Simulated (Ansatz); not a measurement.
# Calculations on BSiH7O2

Part 1: Relaxation

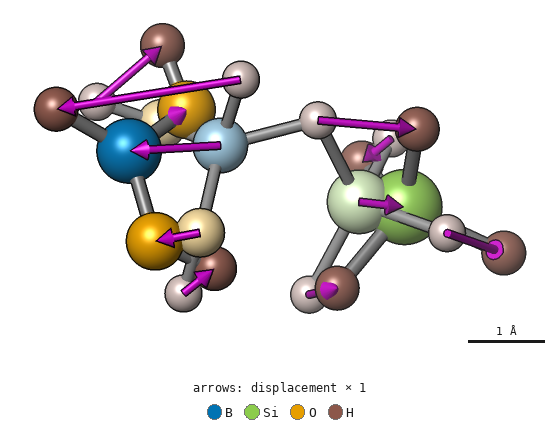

This is a relaxation of BSiH$_{7}$O$_{2}$ (started from a transition state, displaced along its imaginary mode). The starting structure is drawn faded, the final one solid; purple arrows show the displacements, at their true length. The two geometries are superimposed by the best rigid fit.

The picture is a ball-and-stick view, seen at a tilt.

Computed with Ansatz, RKS PBE0-D4/def2-TZVP.

Input
```yaml
crystal:
  periodic: [false, false, false]
  atoms:
    - {symbol: B, position_ang: [-0.647159, 0.634301, 0.246506]}
    - {symbol: Si, position_ang: [1.267481, -0.666129, -0.069104]}
    - {symbol: O, position_ang: [-0.753829, 0.961461, -1.172787]}
    - {symbol: O, position_ang: [-1.516948, -0.329029, 0.860589]}
    - {symbol: H, position_ang: [0.633469, 0.631545, 0.668967]}
    - {symbol: H, position_ang: [-0.453532, 1.490539, 0.971000]}
    - {symbol: H, position_ang: [2.333351, -0.085716, -0.919298]}
    - {symbol: H, position_ang: [1.845479, -1.254908, 1.160540]}
    - {symbol: H, position_ang: [0.581360, -1.758258, -0.829714]}
    - {symbol: H, position_ang: [-1.564042, 1.486128, -1.245542]}
    - {symbol: H, position_ang: [-1.725630, -1.109733, 0.328845]}
basis:
  gaussian: {orbitals: def2-TZVP}
hamiltonian: {xc: pbe0, dispersion: d4}
relax: {f_tol: 0.005, max_steps: 200}
```

Launched with:
```bash
ansatz run in.yaml --threads 4 --pin off --events-out ev --progress --plain --max-ram 9574MiB
```

Atoms of which element are displaced furthest, and by how much?

Hydrogen: up to 2.49 Å, against 1.26 Å for boron.

What happened in the run?

The atom that moves furthest after the best rigid fit is H6 (2.49 Å). Largest moves by element: H 2.49 Å, B 1.26 Å, O 0.65 Å, Si 0.63 Å. Near-neighbour distances that change, for instance: B1–H5 1.349 → 3.895 Å, B1–Si2 2.336 → 4.101 Å, Si2–H5 1.622 → 1.482 Å, B1–O3 1.460 → 1.366 Å. Bonds break, among them: B1–H5 (1.35 → 3.90 Å). Among the angles between lasting bonds that change: H5–Si2–H9 129.5° → 109.7°, H5–Si2–H8 95.3° → 109.3°, O4–B1–H6 109.6° → 118.8°. Over 51 accepted moves (59 points after the start) the energy falls by 175.2 kJ/mol. The largest force component goes from 1.9 to 0.0021 eV/Å. The line search rejected the trial steps at points 12, 14, 27, 28, 31, 41, 43, 50 of the run. The run took 100 s on 4 threads of Arm Neoverse V2 (shared host).

Part 2: Relaxation

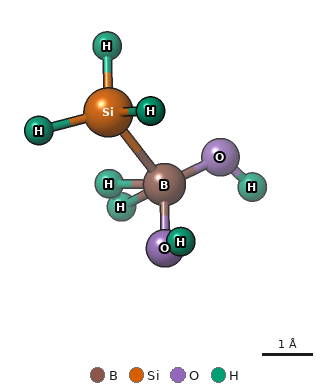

Starting structure of BSiH7O2 (started from a transition state, displaced along its imaginary mode). Style: ball-and-stick. Shown from a free direction.

Method: RKS PBE0-D4/def2-TZVP (Ansatz).

Input
```yaml
crystal:
  periodic: [false, false, false]
  atoms:
    - {symbol: B, position_ang: [-0.508767, 0.318236, 0.015516]}
    - {symbol: Si, position_ang: [1.248516, -0.738693, -0.129981]}
    - {symbol: O, position_ang: [-0.761674, 1.037619, -1.155555]}
    - {symbol: O, position_ang: [-1.546443, -0.261593, 0.795293]}
    - {symbol: H, position_ang: [0.288244, 1.059605, 0.908934]}
    - {symbol: H, position_ang: [-0.195009, 1.447773, 1.047726]}
    - {symbol: H, position_ang: [2.338135, -0.109804, -0.928674]}
    - {symbol: H, position_ang: [1.836425, -1.259327, 1.144730]}
    - {symbol: H, position_ang: [0.624041, -1.856771, -0.875562]}
    - {symbol: H, position_ang: [-1.602224, 1.483374, -1.228304]}
    - {symbol: H, position_ang: [-1.721245, -1.120217, 0.405877]}
basis:
  gaussian: {orbitals: def2-TZVP}
hamiltonian: {xc: pbe0, dispersion: d4}
relax: {f_tol: 0.005, max_steps: 200}
```

Run as
```bash
ansatz run in.yaml --threads 4 --pin off --events-out ev --progress --plain --max-ram 9574MiB
```

Where does the relaxation end?

The atom that moves furthest after the best rigid fit is H6 (2.21 Å). By element the largest moves are H 2.21 Å, O 1.26 Å, B 0.88 Å, Si 0.47 Å. Near-neighbour distances that change, for instance: B1–H6 1.562 → 4.052 Å, B1–H5 1.408 → 3.824 Å, H5–H6 0.635 → 0.748 Å, B1–O4 1.422 → 1.365 Å. Bonds break, among them: B1–H5 (1.41 → 3.82 Å). Bond angles that change, for instance: B1–Si2–H9 93.6° → 111.4°, B1–O4–H11 106.0° → 114.2°, Si2–B1–O4 116.9° → 124.1°. After 81 accepted moves (94 points after the start) the energy has fallen by 45.0 kcal/mol. The largest force component goes from 5.5 to 0.0046 eV/Å. The line search rejected the trial steps at points 15, 18, 19, 22, 42, 44, 50, 51 and more of the run. The forces were under the threshold at step 49, but the run went on from there.

The structure at the end:

```xyz
11

B    -0.5956    0.2028   -0.8507
Si    1.1598   -0.7963   -0.5912
O    -1.1034    0.2780   -2.1073
O    -1.2920    0.8007    0.1592
H     0.1809    0.4056    2.8884
H    -0.3971    0.8005    3.1522
H     2.2596   -0.1754   -1.3787
H     1.5664   -0.7757    0.8458
H     1.0396   -2.2212   -1.0042
H    -1.9339    0.7674   -2.1371
H    -0.8842    0.7138    1.0235
```

After the run, drawn alike:

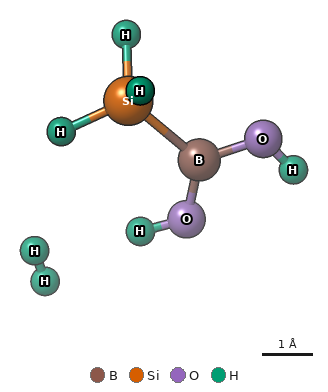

Part 3: Reaction

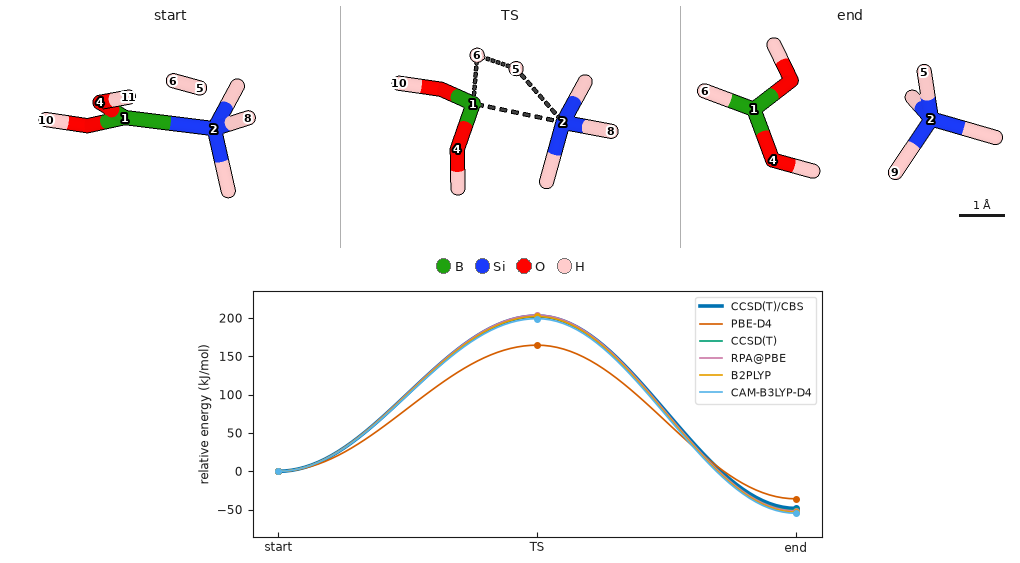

A reaction step of BSiH7O2, with its energy diagram. The picture is a stick view, seen at a tilt. Dashed sticks mark bonds that form or break.

Stationary points at PBE0-D4/def2-TZVP, single-point energies with CCSD(T)/CBS, PBE-D4, CCSD(T), RPA@PBE, B2PLYP, CAM-B3LYP-D4 (def2-TZVPP where no basis is named; Ansatz 0.2.0). The energies are electronic, without zero-point or thermal terms, and both ends are the minima reached downhill from the saddle, with any fragments still in contact. CCSD(T)/CBS stands for a frozen-core estimate: MP2 correlation extrapolated from def2-TZVPP and def2-QZVPP, CCSD(T) minus MP2 from the smaller set.

What happens, and what does it cost?

Answer. Counted by bonded pieces, the start holds H₂ + SiBH₅O₂ and the end holds BH₃O₂ + SiH₄. From the start over the saddle to the end, bonds form: B–H (4.05 → 1.35 → 1.20 Å), H–Si (3.81 → 1.95 → 1.48 Å). Bonds break: B–Si (2.04 → 2.19 → 4.10 Å), H–H (0.75 → 1.03 → 4.93 Å). The saddle has one imaginary mode, 1059i cm⁻¹. With CCSD(T)/CBS the barrier is 202.7 kJ/mol from the start and 251.1 kJ/mol from the end, and the end lies 48.5 kJ/mol below the start.

```csv
level,barrier from the start (kJ/mol),barrier from the end (kJ/mol),the end less the start (kJ/mol)
CCSD(T)/CBS,202.7,251.1,−48.5
PBE-D4,164.6,200.6,−36.0
CCSD(T),202.5,253.5,−51.0
RPA@PBE,204.0,255.6,−51.7
B2PLYP,202.1,255.3,−53.3
CAM-B3LYP-D4,199.3,254.0,−54.8
```

Against CCSD(T)/CBS, CCSD(T) comes closest on the barrier from the start (−0.1 kJ/mol) and PBE-D4 misses most (−38.0 kJ/mol).
